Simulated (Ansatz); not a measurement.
**ClFGeH4OSi: small, medium and large basis sets**

How large a basis does ClFGeH4OSi need? Two functionals are run in growing sets.

Program: Ansatz 0.2.0, Gaussian basis. Level of theory: one geometry, several basis sets. These are calculated values, not measurements.

Levels to be run: PBE0-D4/def2-SVP; ωB97M-V/def2-SVP; PBE0-D4/def2-QZVPP; ωB97M-V/def2-QZVPP; the functionals' def2-TZVPP values are taken from earlier runs.

## Step 1: Structure used throughout

An earlier PBE0-D4 in a triple-zeta def2 set relaxation fixed the geometry.

SMILES `F[SiH](Cl)[O][GeH3]`, 9 atoms, charge 0, spin multiplicity 1.

Atoms are counted from 1 here; the program's logs count them from 0.

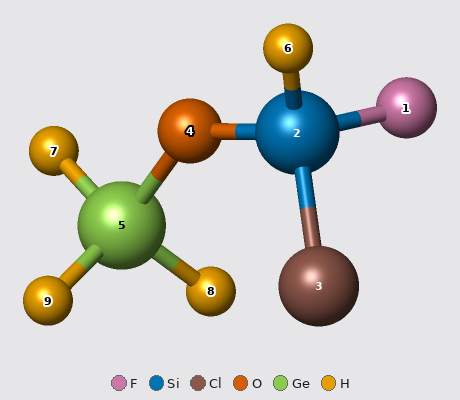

The geometry (fluorine pink, silicon blue, chlorine brown, oxygen orange, germanium green, hydrogen amber); atoms are numbered from 1 in the order of the file.

## Step 2: PBE0-D4 in def2-SVP

in.yaml reads:

```yaml
crystal:
  periodic: [false, false, false]
  atoms:
    - {symbol: F, position_ang: [-0.256834, 1.652168, 1.843735]}
    - {symbol: Si, position_ang: [0.490588, 1.385061, 0.469036]}
    - {symbol: Cl, position_ang: [-0.680304, 2.208219, -0.992186]}
    - {symbol: O, position_ang: [0.679727, -0.184966, 0.224245]}
    - {symbol: Ge, position_ang: [-0.309987, -1.538762, -0.404731]}
    - {symbol: H, position_ang: [1.789539, 2.066874, 0.510223]}
    - {symbol: H, position_ang: [0.342125, -2.795282, 0.177591]}
    - {symbol: H, position_ang: [-1.749589, -1.348280, 0.088922]}
    - {symbol: H, position_ang: [-0.216766, -1.491431, -1.933935]}
basis:
  gaussian: {orbitals: def2-SVP}
hamiltonian: {xc: pbe0, dispersion: d4}
output: {orbitals: {seedname: orbitals}}
```

Launch:

```bash
$ ansatz run in.yaml --threads 4 --pin off --events-out ev --progress --plain --max-ram 10444MiB
```

Log:

```text
Functional definition: PBE0
  name "PBE0"
  cite "Adamo & Barone, J. Chem. Phys. 110, 6158 (1999) doi:10.1063/1.478522"
  cite "Perdew, Burke & Ernzerhof, Phys. Rev. Lett. 77, 3865 (1996) doi:10.1103/PhysRevLett.77.3865"
  parent pbe
  parameter a = 0.25
  parameter kappa = 0.804
  parameter beta = 0.06672455060314922
  exchange = (1 - a)*pbe_x(kappa = kappa, mu = beta*pi^2/3) + a*exact_x
  correlation = pbe_c(beta = beta)
1096 factors; integrals over basis functions are off by at most 1.4e-3 eV
mean field evaluation 1: about -81710.7020 eV, gradient 5.5e1 eV
mean field evaluation 2: about -81701.0854 eV, gradient 9.1e1 eV
mean field evaluation 4: about -81715.4449 eV, gradient 4.1e0 eV
mean field evaluation 8: about -81715.5304 eV, gradient 2.7e-1 eV
mean field evaluation 16: about -81715.5305 eV, gradient 1.6e-5 eV
mean field -81715.53054856 eV, -3002.9903588835 hartree, gradient 1.5e-5 eV, S^2 0.000000; 0 other end points of the search recorded, 0 dependent functions left out
reference -81715.53057646 eV, -3002.9903599088 hartree; 42, 42 occupied and 74, 74 virtual orbitals, 1096 factors
Total energy: -81715.73581904 eV, -3002.9979024348 hartree
```

Wall time 1.3 s (4 threads of Arm Neoverse V2, shared host); peak memory 0.26 GiB.

## Step 3: ωB97M-V in def2-SVP

Changes to in.yaml since step 2:

```diff
@@ -14,3 +14,3 @@
   gaussian: {orbitals: def2-SVP}
-hamiltonian: {xc: pbe0, dispersion: d4}
+hamiltonian: {xc: {name: wB97M-V}}
 output: {orbitals: {seedname: orbitals}}
```

Launched as before.

Log, shortened:

```text
Functional definition: wB97M-V
  name "wB97M-V"
  cite "Mardirossian & Head-Gordon, J. Chem. Phys. 144, 214110 (2016) doi:10.1063/1.4952647"
  cite "Becke, J. Chem. Phys. 107, 8554 (1997) doi:10.1063/1.475007"
  cite "Vydrov & Van Voorhis, J. Chem. Phys. 133, 244103 (2010) doi:10.1063/1.3521275"
  # Of w^i u^j: cxij and so on, Table III.
[...]
  gx(w, u) = 1 - cx + cx01*u + cx10*w
  gss(w, u) = css00 + css04*u^4 + css10*w + css20*w^2 + css43*w^4*u^3
  gos(w, u) = cos00 + cos10*w + (cos20 + cos21*u)*w^2 + (cos60 + cos61*u)*w^6
[...]
      + integral(e_c_pw_mod_opposite_spin*gos(b97_w_opposite, b97_u_opposite)) + vv10(b, c)
1096 factors; integrals over basis functions are off by at most 1.4e-3 eV
306 factors; integrals over basis functions are off by at most 5.1e-6 eV
[...]
mean field -81729.33608358 eV, -3003.4977029379 hartree, gradient 2.1e-5 eV, S^2 0.000000; 0 other end points of the search recorded, 0 dependent functions left out
reference -81729.33612638 eV, -3003.4977045109 hartree; 42, 42 occupied and 74, 74 virtual orbitals, 1096 factors
Total energy: -81729.33612638 eV, -3003.4977045109 hartree
```

It took 5.5 s on 4 threads of Arm Neoverse V2, shared host; peak memory 0.4 GiB.

## Step 4: PBE0-D4 in def2-QZVPP

Changes to in.yaml since step 3:

```diff
@@ -13,4 +13,4 @@
 basis:
-  gaussian: {orbitals: def2-SVP}
-hamiltonian: {xc: {name: wB97M-V}}
+  gaussian: {orbitals: "def2-QZVPP.json"}
+hamiltonian: {xc: pbe0, dispersion: d4}
 output: {orbitals: {seedname: orbitals}}
```

The command is unchanged.

Log:

```text
Functional definition: PBE0
  name "PBE0"
  cite "Adamo & Barone, J. Chem. Phys. 110, 6158 (1999) doi:10.1063/1.478522"
  cite "Perdew, Burke & Ernzerhof, Phys. Rev. Lett. 77, 3865 (1996) doi:10.1103/PhysRevLett.77.3865"
  parent pbe
  parameter a = 0.25
  parameter kappa = 0.804
  parameter beta = 0.06672455060314922
  exchange = (1 - a)*pbe_x(kappa = kappa, mu = beta*pi^2/3) + a*exact_x
  correlation = pbe_c(beta = beta)
1916 factors; their error is unknown
mean field evaluation 1: about -81732.2084 eV, gradient 6.4e1 eV
mean field evaluation 2: about -81717.6281 eV, gradient 1.1e2 eV
mean field evaluation 4: about -81738.0871 eV, gradient 6.6e0 eV
mean field evaluation 8: about -81738.1397 eV, gradient 1.7e-1 eV
mean field evaluation 16: about -81738.3034 eV, gradient 1.2e-4 eV
mean field -81738.30341981 eV, -3003.8272464660 hartree, gradient 7.1e-5 eV, S^2 0.000000; 0 other end points of the search recorded, 0 dependent functions left out
reference -81738.30345904 eV, -3003.8272479076 hartree; 42, 42 occupied and 421, 421 virtual orbitals, 1916 factors
Total energy: -81738.50870162 eV, -3003.8347904335 hartree
```

Wall time 11 s (4 threads of Arm Neoverse V2, shared host); peak memory 2.2 GiB.

## Step 5: ωB97M-V in def2-QZVPP

Changes to in.yaml since step 4:

```diff
@@ -14,3 +14,3 @@
   gaussian: {orbitals: "def2-QZVPP.json"}
-hamiltonian: {xc: pbe0, dispersion: d4}
+hamiltonian: {xc: {name: wB97M-V}}
 output: {orbitals: {seedname: orbitals}}
```

The command is unchanged.

Log, shortened:

```text
Functional definition: wB97M-V
  name "wB97M-V"
  cite "Mardirossian & Head-Gordon, J. Chem. Phys. 144, 214110 (2016) doi:10.1063/1.4952647"
  cite "Becke, J. Chem. Phys. 107, 8554 (1997) doi:10.1063/1.475007"
  cite "Vydrov & Van Voorhis, J. Chem. Phys. 133, 244103 (2010) doi:10.1063/1.3521275"
  # Of w^i u^j: cxij and so on, Table III.
[...]
  gx(w, u) = 1 - cx + cx01*u + cx10*w
  gss(w, u) = css00 + css04*u^4 + css10*w + css20*w^2 + css43*w^4*u^3
  gos(w, u) = cos00 + cos10*w + (cos20 + cos21*u)*w^2 + (cos60 + cos61*u)*w^6
[...]
      + integral(e_c_pw_mod_opposite_spin*gos(b97_w_opposite, b97_u_opposite)) + vv10(b, c)
1868 factors; their error is unknown
358 factors; integrals over basis functions are off by at most 2.9e-5 eV
[...]
mean field -81752.06647648 eV, -3004.3330294699 hartree, gradient 7.8e-5 eV, S^2 0.000000; 0 other end points of the search recorded, 0 dependent functions left out
reference -81752.06654120 eV, -3004.3330318483 hartree; 42, 42 occupied and 421, 421 virtual orbitals, 1868 factors
Total energy: -81752.06654120 eV, -3004.3330318483 hartree
```

It took 22 s on 4 threads of Arm Neoverse V2, shared host; peak memory 2.5 GiB.

## Step 6: Functionals by basis

The def2-TZVPP values come from earlier runs at the same geometry.

| functional | basis | functions | energy (eV) | from the largest (eV) | HOMO (eV) | LUMO (eV) |
| --- | --- | --- | --- | --- | --- | --- |
| PBE0-D4 | def2-SVP | 116 | -81715.7358 | 22.773 | -9.12 | 0.03 |
| PBE0-D4 | def2-TZVPP | 250 | -81736.3427 | 2.166 | -9.23 | -0.19 |
| PBE0-D4 | def2-QZVPP | 463 | -81738.5087 | 0.000 | -9.25 | -0.41 |
| ωB97M-V | def2-SVP | 116 | -81729.3361 | 22.730 | -11.38 | 1.94 |
| ωB97M-V | def2-TZVPP | 250 | -81749.9889 | 2.078 | -11.54 | 1.64 |
| ωB97M-V | def2-QZVPP | 463 | -81752.0665 | 0.000 | -11.56 | 1.16 |

## Step 7: What came out

```
                                       quantity           value
PBE0-D4: double and triple zeta above quadruple  22.77, 2.17 eV
ωB97M-V: double and triple zeta above quadruple  22.73, 2.08 eV
```

What this shows: For PBE0-D4 the step from double to triple zeta gains 20.61 eV and the next only 2.17 eV. Total energies overstate the basis error of differences, where much of it tends to cancel. The LUMO of ωB97M-V is positive and keeps falling with the basis (1.94 to 1.16 eV): an unbound level that the basis holds in place.

For PBE0-D4 the largest set took about 8 times as long as the smallest (11 s against 1.3 s).
